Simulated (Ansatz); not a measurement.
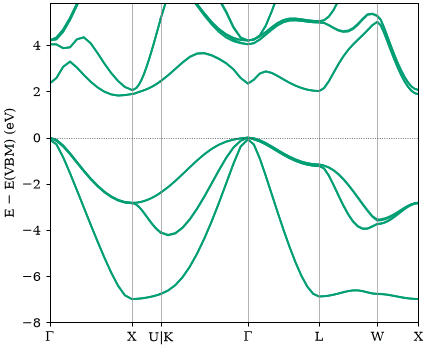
Figure: Band structure from plane-wave PAW r²SCAN with spin–orbit coupling (Ansatz code)

Question: Read off the gap and where the band edges lie.

Answer: About 1.8 eV (1.82 eV by a search for the band edges); maximum at Γ, minimum on the Γ–X line, 85 % of the way from Γ.

The material is GaP (zinc blende, F-43m).

Symmetry was held in the r²SCAN relaxation.

Potentials: the later of the program's two PAW sets.
